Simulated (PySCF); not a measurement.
# C4H8Cl4OSi: what the fields show

Input

```
{"job": {"kind": "nmr", "xc": "PBE0", "basis": "pcSseg-1"}, "charge": 0, "multiplicity": 1}
C     -2.612445     0.880559     0.442799
O     -1.316809     1.025086    -0.087445
C     -0.423394    -0.050803     0.192461
C     -0.634005    -1.249988    -0.727618
Si     1.237740     0.880502     0.012490
Cl     1.543715     2.014985     1.622077
C      2.740128    -0.371151    -0.066017
Cl     4.287569     0.492710     0.043187
Cl     2.647585    -1.533080     1.276691
Cl     2.723098    -1.273156    -1.592904
H     -2.580893     0.752221     1.531314
H     -3.140767     0.031255    -0.001834
H     -3.144906     1.798802     0.202406
H     -0.574946    -0.376446     1.233815
H     -0.534304    -0.948962    -1.766552
H     -1.622988    -1.679340    -0.582481
H      0.105764    -2.013468    -0.508437
H      1.291101     1.626593    -1.235610
```

Command:

```sh
OMP_NUM_THREADS=1 python probes_run.py task.json out
```

Geometry: GFN2-xTB.

The calculation used PySCF 2.14.0, PBE0/pcSseg-1, SCF density, gas phase, non-relativistic.

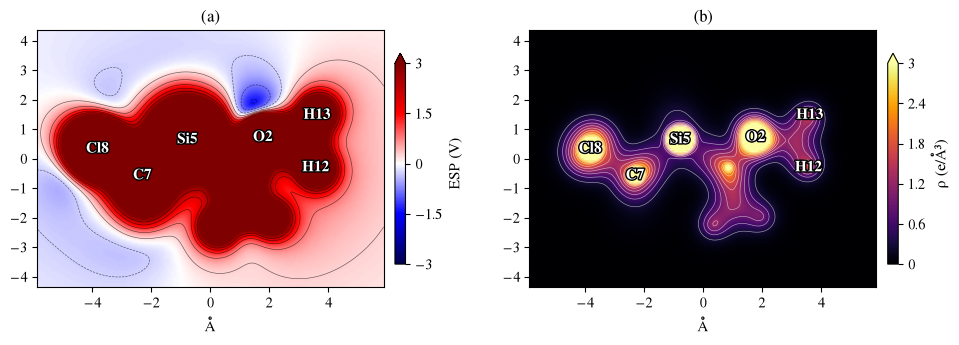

Figure 1. (a) molecular electrostatic potential; (b) electron density on the plane of atoms Si5, C7 and Cl8.

Question: Interpret the plot.

Answer:
- The plane passes through O, Si, C, Cl and H nuclei.
- C–Cl (1.78 Å): ρ at the midpoint is about 1.4 e/Å³.
- C–Si (1.96 Å): the density is about 0.87 e/Å³ at the midpoint.
- Outside the dense part of the molecule the potential is most negative (−1.4 V) near O2.

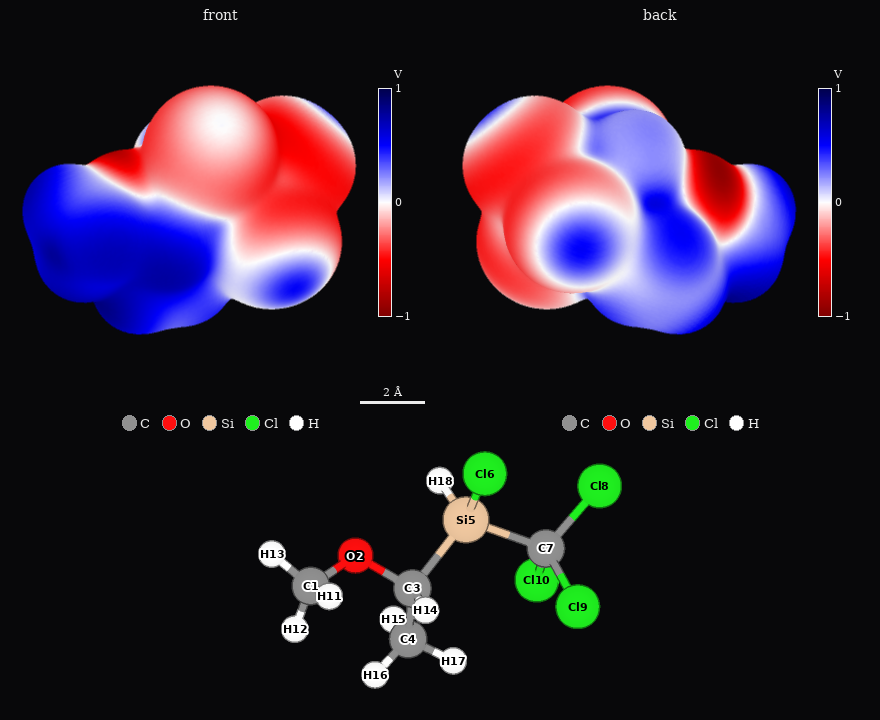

Figure 2. The electrostatic potential painted on the density surface at 0.001 e/bohr³, seen from the front and from behind; the colour scale runs from red (negative) to blue (positive). The bare structure is drawn below in the same view.

Question: Describe the electrostatic potential map.

Answer: The most negative region (about −0.9 V, or −21 kcal/mol for a unit charge) lies over O2, the most positive (about +0.8 V, or +18 kcal/mol for a unit charge) over H12 and H16. Cl8 shows a σ-hole: about +0.4 V, or +9 kcal/mol for a unit charge at the tip opposite its bond, against about −0.4 V, or −9 kcal/mol for a unit charge on its flanks. Cl9 shows a σ-hole: about +0.5 V, or +12 kcal/mol for a unit charge at the tip opposite its bond, against about −0.2 V on its flanks. Cl10 shows a σ-hole: about +0.5 V, or +12 kcal/mol for a unit charge at the tip opposite its bond, against about −0.2 V on its flanks.
